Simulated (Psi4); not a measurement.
**CCSD(T)/6-311+G(d,p) run of S2F2 (Difluorodisulfane)**

What is the energy change on altering one bond length of S2F2 (Difluorodisulfane) at CCSD(T)/6-311+G**? 

The calculation is run with Psi4 1.11.

## Step 1: Starting point

S2F2 has 4 atoms, charge 0, and is taken as a singlet. SMILES: `FSSF`. The coordinates come from a PBE0-D4/def2-TZVP relaxation.

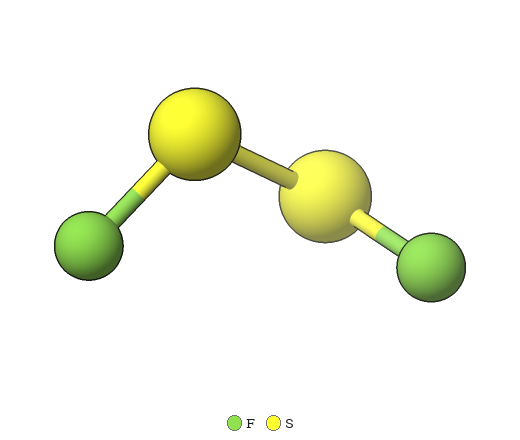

The structure, seen from a chosen angle (fluorine green, sulfur yellow).

## Step 2: A single-point energy at CCSD(T)/6-311+G(d,p)

Input file input.json:

```json
{
 "schema_name": "qcschema_input",
 "schema_version": 1,
 "molecule": {
  "schema_name": "qcschema_molecule",
  "schema_version": 2,
  "symbols": ["F", "S", "S", "F"],
  "geometry": [-3.37079897, -0.37781294, -1.17463486, -0.88376822, 1.44403422, -1.19500611, 1.9747449, -0.5223014, -0.34907021, 2.27978449, -0.54390097, 2.71871118],
  "molecular_charge": 0,
  "molecular_multiplicity": 1,
  "fix_symmetry": "c1"
 },
 "driver": "energy",
 "model": {
  "method": "ccsd(t)",
  "basis": "6-311+G**"
 },
 "keywords": {
  "puream": true,
  "e_convergence": 1e-09,
  "d_convergence": 1e-08,
  "scf_type": "pk",
  "num_frozen_docc": 12
 }
}
```

Run with:

```console
$ psi4 --qcschema input.json -n 1 --memory 2200MB
```

stdout:

```text
[...]
  Running in c1 symmetry.
[...]
  Nuclear repulsion =  230.128319418727699
[...]
  Multiplicity = 1
[...]
  Nalpha       = 25
  Nbeta        = 25
[...]
    Number of basis functions: 104
[...]
   @RHF iter   1:  -993.83338741656758   -2.28821e-01   4.58851e-03 ADIIS/DIIS
[...]
   @RHF iter  12:  -993.92566470140923   -7.04858e-12   5.91370e-09 DIIS
[...]
    Orbital Energies [Eh]
    ---------------------
    Doubly Occupied:
       1A    -92.096911     2A    -92.096907     3A    -26.331974
       4A    -26.331973     5A     -9.093891     6A     -9.093500
       7A     -6.775975     8A     -6.775358     9A     -6.773459
      10A     -6.773040    11A     -6.770954    12A     -6.770948
      13A     -1.634030    14A     -1.629940    15A     -1.142036
      16A     -0.908661    17A     -0.753419    18A     -0.718142
      19A     -0.717630    20A     -0.698315    21A     -0.696947
      22A     -0.633122    23A     -0.519018    24A     -0.448081
      25A     -0.435403
[...]
  @RHF Final Energy:  -993.92566470140923
   => Energetics <=
    Nuclear Repulsion Energy =            230.1283194187276990
    One-Electron Energy =               -1834.8687023339482494
    Two-Electron Energy =                 610.8147182138113749
    Total Energy =                       -993.9256647014092323
[...]
 Multipole Moments:
 ------------------------------------------------------------------------------------
     Multipole            Electronic (a.u.)      Nuclear  (a.u.)        Total (a.u.)
 ------------------------------------------------------------------------------------
 L = 1.  Multiply by 2.5417464519 to convert [e a0] to [Debye]
 Dipole X            :         -0.2754782            0.6946095            0.4191313
 Dipole Y            :         -0.2327454            0.5868381            0.3540927
 Dipole Z            :          0.3899030           -0.9830746           -0.5931716
 Magnitude           :                                                    0.8080255
[...]
      * MP2 total energy                      = -994.606457210372696
[...]
      * CCSD total energy                     = -994.626383757123790
[...]
      * CCSD(T) total energy                  = -994.650407121218905
[...]
```

The result, in JSON:

```text
{
 "driver": "energy",
 "model": {
  "method": "ccsd(t)",
  "basis": "6-311+G**"
 },
 "success": true,
 "return_result": -994.6504071212189,
 "properties": {
  "calcinfo_nbasis": 104,
  "calcinfo_nmo": 104,
  "calcinfo_nalpha": 25,
  "calcinfo_nbeta": 25,
  "calcinfo_natom": 4,
  "nuclear_repulsion_energy": 230.1283194187277,
  "return_energy": -994.6504071212189,
  "scf_one_electron_energy": -1834.8687023339482,
  "scf_two_electron_energy": 610.8147182138114,
  "scf_dipole_moment": [0.41913130679518074, 0.35409273479973885, -0.5931715799488828],
  "scf_total_energy": -993.9256647014092,
  "scf_iterations": 12,
  "mp2_same_spin_correlation_energy": -0.18297601214387044,
  "mp2_opposite_spin_correlation_energy": -0.4978164968148741,
  "mp2_singles_energy": -1.2021128053939708e-26,
  "mp2_doubles_energy": -0.6807925089587445,
  "mp2_correlation_energy": -0.6807925089587445,
  "mp2_total_energy": -994.6064572103727,
  "ccsd_same_spin_correlation_energy": -0.1643506478962674,
  "ccsd_opposite_spin_correlation_energy": -0.536368407813551,
  "ccsd_singles_energy": 0.0,
  "ccsd_doubles_energy": -0.7007190557098184,
  "ccsd_correlation_energy": -0.7007190557098174,
  "ccsd_total_energy": -994.6263837571238,
  "ccsd_iterations": 18,
  "ccsd_prt_pr_correlation_energy": -0.7247424198049256,
  "ccsd_prt_pr_total_energy": -994.6504071212189
 }
}
```

Run time: 92 s. Hardware: 1 thread of AMD EPYC 7R43 (Zen 3), shared host; peak memory 0.88 GiB.

## Step 3: The distorted shape, same level

Input file f2s2.xyz:

```xyz
4
F2S2
F     -1.912886    -0.190786    -1.920308
S     -0.596806     0.773294    -1.931088
S      0.915854    -0.267246    -1.483438
F      1.206410    -0.287820     1.438680
```

Input file f2s2.py:

```python
import psi4

psi4.set_memory('2200 MB')
psi4.set_num_threads(1)
psi4.core.set_output_file('psi4.out', False)

with open('f2s2.xyz') as f:
    atoms = ''.join(f.readlines()[2:])
mol = psi4.geometry('0 1\n' + atoms + 'symmetry c1')

psi4.set_options(dict(puream=True, e_convergence=1e-09, d_convergence=1e-08, scf_type='pk', num_frozen_docc=12))

e = psi4.energy('ccsd(t)/6-311+G**')
print(f'ccsd(t)/6-311+G** energy: {e:.10f} Eh')
```

Run with:

```console
$ python f2s2.py
```

psi4.out:

```text
[...]
  Running in c1 symmetry.
[...]
  Nuclear repulsion =  199.515333393122262
[...]
  Multiplicity = 1
[...]
  Nalpha       = 25
  Nbeta        = 25
[...]
    Number of basis functions: 104
[...]
   @RHF iter   1:  -993.51833444897272   -5.57212e-01   6.87738e-03 ADIIS/DIIS
[...]
   @RHF iter  20:  -993.76989734502240   -6.82121e-12   6.39064e-09 DIIS
[...]
    Orbital Energies [Eh]
    ---------------------
    Doubly Occupied:
       1A    -92.216765     2A    -92.165685     3A    -26.409736
       4A    -26.120522     5A     -9.208659     6A     -9.161375
       7A     -6.889796     8A     -6.887456     9A     -6.886287
      10A     -6.841572    11A     -6.840229    12A     -6.837757
      13A     -1.705702    14A     -1.341504    15A     -1.221178
      16A     -0.956481    17A     -0.780399    18A     -0.779122
      19A     -0.761731    20A     -0.612591    21A     -0.562552
      22A     -0.523574    23A     -0.455306    24A     -0.455043
      25A     -0.390091
[...]
  @RHF Final Energy:  -993.76989734502240
   => Energetics <=
    Nuclear Repulsion Energy =            199.5153333931222619
    One-Electron Energy =               -1772.5482407800770943
    Two-Electron Energy =                 579.2630100419323753
    Total Energy =                       -993.7698973450224003
[...]
 Multipole Moments:
 ------------------------------------------------------------------------------------
     Multipole            Electronic (a.u.)      Nuclear  (a.u.)        Total (a.u.)
 ------------------------------------------------------------------------------------
 L = 1.  Multiply by 2.5417464519 to convert [e a0] to [Debye]
 Dipole X            :         -1.3472351            0.6169251           -0.7303101
 Dipole Y            :          0.2575606            0.5923389            0.8498995
 Dipole Z            :         -2.1437928           -1.7643451           -3.9081379
 Magnitude           :                                                    4.0656148
[...]
      * MP2 total energy                      = -994.508276036689040
[...]
      * CCSD total energy                     = -994.516927509905372
[...]
      * CCSD(T) total energy                  = -994.578222994784369
```

Standard output:

```text
ccsd(t)/6-311+G** energy: -994.5782229948 Eh
```

Run time: 2.3 min. Hardware: 1 thread of AMD EPYC 7R43 (Zen 3), shared host; peak memory 0.88 GiB.

## Step 4: Outcome

At CCSD(T)/6-311+G**, 12 core orbitals frozen:

| quantity | value |
| --- | --- |
| first shape: total energy | -994.65041 Eh |
| first shape: HOMO energy (Hartree–Fock orbitals) | -11.85 eV |
| first shape: LUMO energy (Hartree–Fock orbitals) | 1.66 eV |
| first shape: HOMO–LUMO gap (Hartree–Fock orbitals) | 13.51 eV |
| first shape: correlation energy (12 core orbitals frozen) | -724.7 mEh |
| first shape: (T) correction | -24.02 mEh |
| first shape: T1 diagnostic | 0.020 |
| distorted shape: total energy | -994.57822 Eh |
| distorted shape: HOMO energy (Hartree–Fock orbitals) | -10.61 eV |
| distorted shape: LUMO energy (Hartree–Fock orbitals) | -3.82 eV |
| distorted shape: HOMO–LUMO gap (Hartree–Fock orbitals) | 6.80 eV |
| distorted shape: correlation energy (12 core orbitals frozen) | -808.3 mEh |
| distorted shape: (T) correction | -61.30 mEh |
| distorted shape: T1 diagnostic | 0.066 |
| energy change with the S3–F4 bond stretched from 1.631 to 2.937 Å | 1.964 eV |

One bond (distorted shape) is far stretched, which a spin-restricted single reference describes badly; perturbation theory on it can break down and give far too much correlation. With the S3–F4 bond stretched from 1.631 to 2.937 Å the energy rises by 1.96 eV (190 kJ/mol). The first shape isn't relaxed at this level, so the change isn't measured from a minimum. A restricted reference can't describe the breaking bond well at this length. The triples (first shape) make up 3.3 % of the correlation energy. The T1 diagnostic (distorted shape) of 0.066 is above the customary mark for such species, so a single reference may not serve. The triples (distorted shape) make up 7.6 % of the correlation energy.
